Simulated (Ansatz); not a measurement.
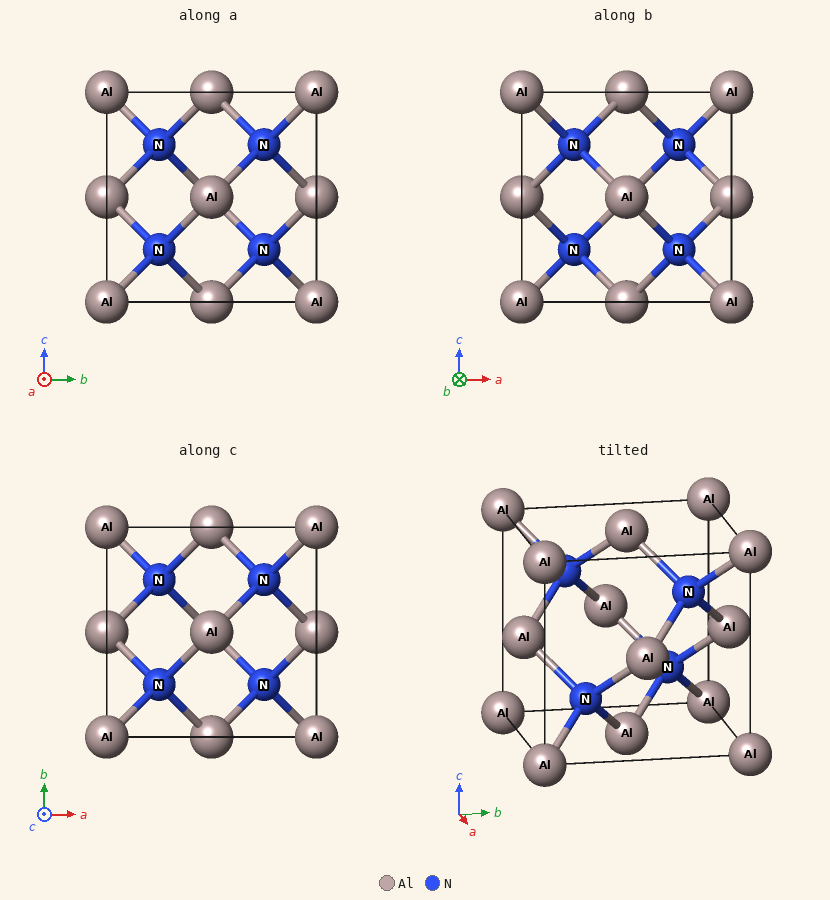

The crystal in a ball-and-stick representation, seen along the a axis, along the b axis, along the c axis and slightly off an axis. The lines enclose the conventional unit cell; boundary atoms appear with their images.

Lattice parameters: a = 4.3814 Å, b = 4.3814 Å, c = 4.3814 Å, α = 90.000°, β = 90.000°, γ = 90.000°.

Q: Set out the cell and atoms as a CIF in P1 with every atom of the cell.

A:
```cif
data_structure
_symmetry_space_group_name_H-M 'P 1'
_symmetry_Int_Tables_number 1
_cell_length_a 4.3814
_cell_length_b 4.3814
_cell_length_c 4.3814
_cell_angle_alpha 90.000
_cell_angle_beta 90.000
_cell_angle_gamma 90.000
_cell_volume 84.11
loop_
_atom_site_label
_atom_site_type_symbol
_atom_site_fract_x
_atom_site_fract_y
_atom_site_fract_z
_atom_site_occupancy
Al1 Al 0.0000 0.0000 0.0000 1
N1 N 0.2500 0.2500 0.7500 1
Al2 Al 0.0000 0.5000 0.5000 1
N2 N 0.2500 0.7500 0.2500 1
Al3 Al 0.5000 0.0000 0.5000 1
N3 N 0.7500 0.2500 0.2500 1
Al4 Al 0.5000 0.5000 0.0000 1
N4 N 0.7500 0.7500 0.7500 1
```

The initial geometry was a structure type filled with these elements by a generator (whether the compound takes this form wasn't checked). Earlier steps of the study, as a rule a relaxation of our own, may have changed the cell and positions, so they can lie some per cent off the listed ones. Ansatz was used for an electronic-structure calculation on it.
